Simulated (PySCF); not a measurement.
C3H15NO2Si3

Input file:

```
{"job": {"kind": "nmr", "xc": "PBE0", "basis": "pcSseg-1"}, "charge": 0, "multiplicity": 1}
C     -2.199985    -0.809988    -0.391920
C     -1.946335     0.097274     0.808796
Si    -0.123949     0.718469     0.888643
N      0.229024     1.816974    -0.392420
C     -0.605957     2.950417    -0.704506
Si     1.366205    -1.021402     0.674056
O      2.479231    -0.557834     1.791777
O      0.713365    -2.460022     1.144774
Si     2.330401    -1.705478    -1.316833
H     -1.961643    -0.290908    -1.318457
H     -3.243594    -1.120195    -0.437191
H     -1.581735    -1.704103    -0.337862
H     -2.223590    -0.435873     1.720277
H     -2.614396     0.958519     0.746938
H     -0.078539     1.543978     2.119358
H      0.753199     1.505258    -1.195010
H     -1.039186     3.326637     0.219028
H     -1.425950     2.693070    -1.385586
H     -0.016309     3.747116    -1.162582
H      3.209086    -1.114516     2.052419
H      0.248540    -2.560506     1.971442
H      1.464371    -2.562996    -2.132598
H      2.656793    -0.553121    -2.173856
H      3.599217    -2.441005    -1.181131
```

Launched as:

```sh
OMP_NUM_THREADS=1 python probes_run.py task.json out
```

Geometry: GFN2-xTB.

Method: PySCF 2.14.0, PBE0/pcSseg-1, SCF density, gas phase, non-relativistic.

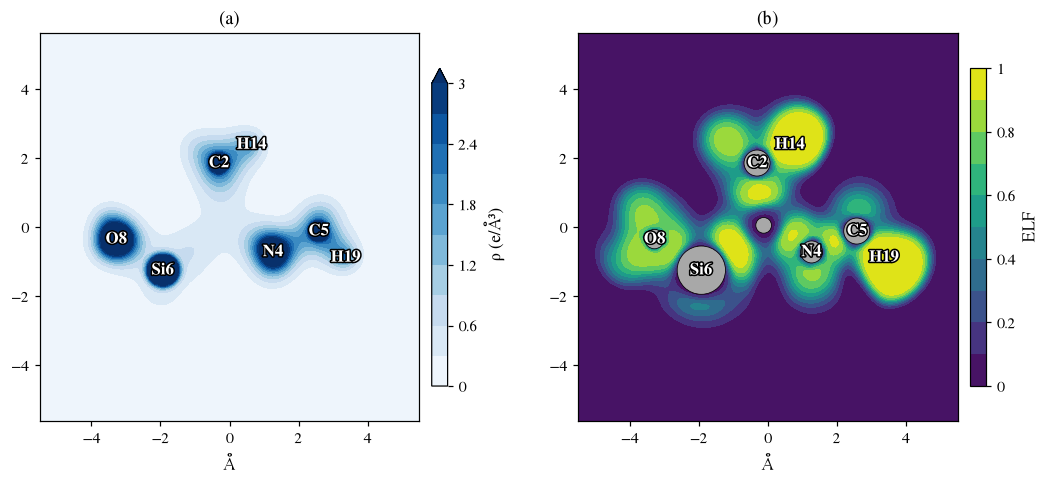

Figure 1. (a) electron density; (b) electron localisation function on the plane of atoms N4, C5 and H19. Grey discs cover the atomic cores in the ELF map.

Describe what can be read from this map.

The section cuts through C, N, Si, O and H sites.
C–N (1.44 Å): ρ is about 1.9 e/Å³ halfway; the ELF peaks at about 0.95 between the atoms, as expected for localised, covalent bonding.
Si–O (1.65 Å): the density is about 1.1 e/Å³ at the midpoint; the ELF peaks at about 0.85 between the atoms, as expected for a shared but strongly polarised pair.
The ELF also peaks beside O8, away from the bonds: lone-pair regions.

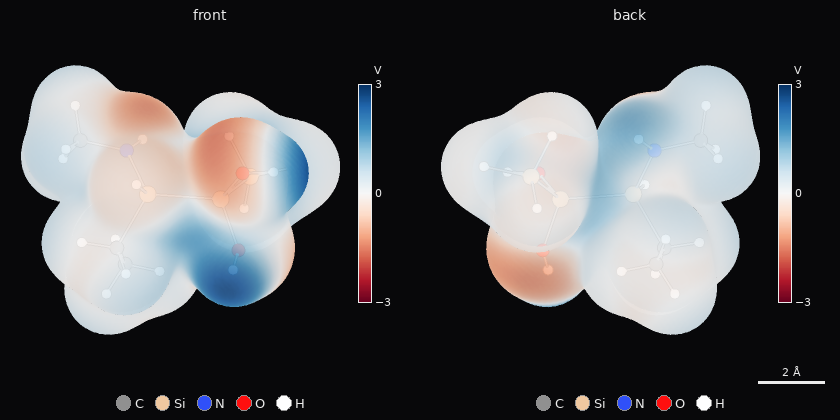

Figure 2. The electrostatic potential painted on the density surface at 0.002 e/bohr³, seen from the front and from behind; the colour scale runs from red (negative) to blue (positive).

Which sites attract a positive test charge, and which a negative one?

A positive charge is drawn to the negative regions and a negative charge to the positive ones. The most negative region (about −1.5 V) lies over O7, the most positive (about +2.5 V) over H20 and H21. O7 is the likeliest acceptor of a hydrogen bond.

What dipole moment does the calculation give?

Its dipole moment is 0.74 D.
